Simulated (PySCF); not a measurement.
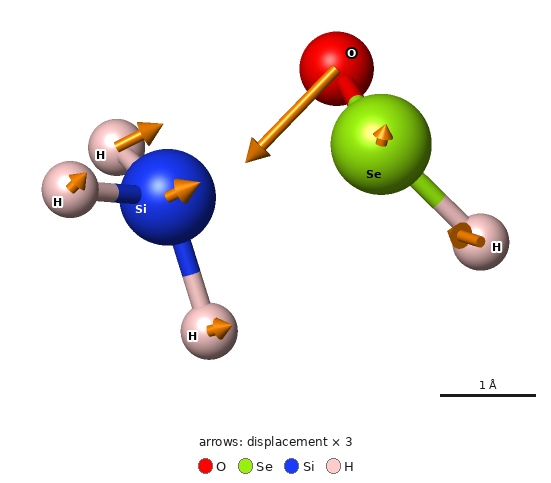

This is a relaxation of SiH4SeO. The starting structure is drawn; orange arrows show the displacements, magnified 3 times. The two geometries are superimposed by the best rigid fit.

Style: ball-and-stick. Shown at a tilt.

It is one of the separated reactants of a reaction.

Computed with RKS PBE-D4/def2-SVP, density fitting in PySCF. 

### Which element moves most?

Oxygen: up to 0.46 Å, against 0.19 Å for hydrogen.

### What happened in the run?

The largest move after the best rigid fit is that of the O atom, 0.46 Å. Largest moves by element: O 0.46 Å, H 0.19 Å, Si 0.14 Å, Se 0.08 Å. Among the contacts that change: O–Si 2.284 → 1.703 Å, Se–Si 3.082 → 3.000 Å, O–Se 1.817 → 1.845 Å, H–Si 1.483 → 1.505 Å. New bonds form, among them: O–Si (2.28 → 1.70 Å). Bond angles that change, for instance: O–Se–H 106.1° → 96.4°. After 13 geometry steps the energy has fallen by 1.806 eV.
